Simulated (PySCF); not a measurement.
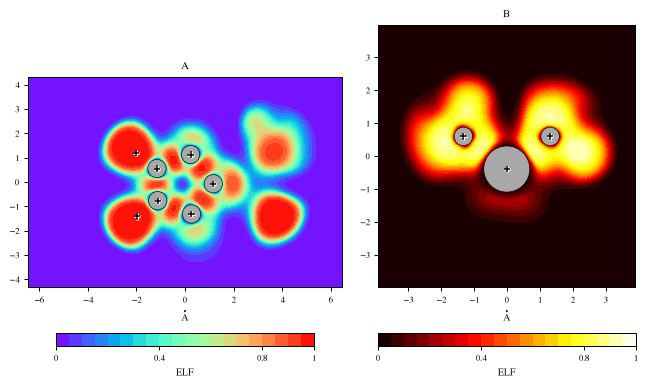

The electron localisation function of 2 systems, each on a plane through atoms (crosses mark nuclei in the plane; grey discs cover the cores).

Level of theory: PBE0/def2-SVPD, SCF density, gas phase (PySCF 2.14.0).

System 1: C₅H₁₀FNSi, the plane of atoms C5, C6 and C7. Geometry: GFN2-xTB.

```yaml
atoms:
  - { symbol: N, position_ang: [2.8095, -0.3125, -0.2933] }
  - { symbol: Si, position_ang: [1.5525, 0.7460, 0.2194] }
  - { symbol: C, position_ang: [0.0171, 0.2775, -0.8099] }
  - { symbol: C, position_ang: [-1.2127, 1.1421, -0.4766] }
  - { symbol: C, position_ang: [-2.3219, 0.1566, -0.2967] }
  - { symbol: C, position_ang: [-1.9067, -1.0964, -0.3675] }
  - { symbol: C, position_ang: [-0.4268, -1.1710, -0.5870] }
  - { symbol: F, position_ang: [0.1870, -1.7270, 0.5438] }
  - { symbol: H, position_ang: [2.6283, -1.3036, -0.2478] }
  - { symbol: H, position_ang: [3.7432, -0.1301, 0.0371] }
  - { symbol: H, position_ang: [1.9877, 2.0918, -0.1635] }
  - { symbol: H, position_ang: [1.1784, 0.7232, 1.6392] }
  - { symbol: H, position_ang: [0.2467, 0.3898, -1.8703] }
  - { symbol: H, position_ang: [-1.4356, 1.8542, -1.2734] }
  - { symbol: H, position_ang: [-1.0804, 1.7194, 0.4430] }
  - { symbol: H, position_ang: [-3.3357, 0.4763, -0.1229] }
  - { symbol: H, position_ang: [-2.4997, -1.9858, -0.2467] }
  - { symbol: H, position_ang: [-0.1396, -1.8444, -1.4035] }
```

System 2: H₄O₄Si (SMILES O[Si](O)(O)O), the plane of atoms O1, Si2 and O3. Geometry: PBE0-D3(BJ)/def2-SVP.

```xyz
9

O     0.4279    1.3287   -0.8756
Si    0.0057   -0.0079   -0.0087
O     1.2166   -1.1013   -0.2376
O    -1.4876   -0.4538   -0.5423
O    -0.1385    0.1961    1.6201
H    -0.3010    1.9161   -1.0954
H     1.6544   -1.0526   -1.0922
H    -2.0031   -0.9725    0.0820
H     0.6828    0.1302    2.1157
```

> Match each panel to its system.

Panel A is system 1, C₅H₁₀FNSi: the plane holds C and H. C–C (1.32 Å): the ELF peaks at about 0.90 between the atoms: a short, multiple covalent bond. Panel B is system 2, H₄O₄Si: the plane holds O and Si. Si–O (1.65 Å): the ELF peaks at about 0.90 between the atoms: a polar covalent bond.
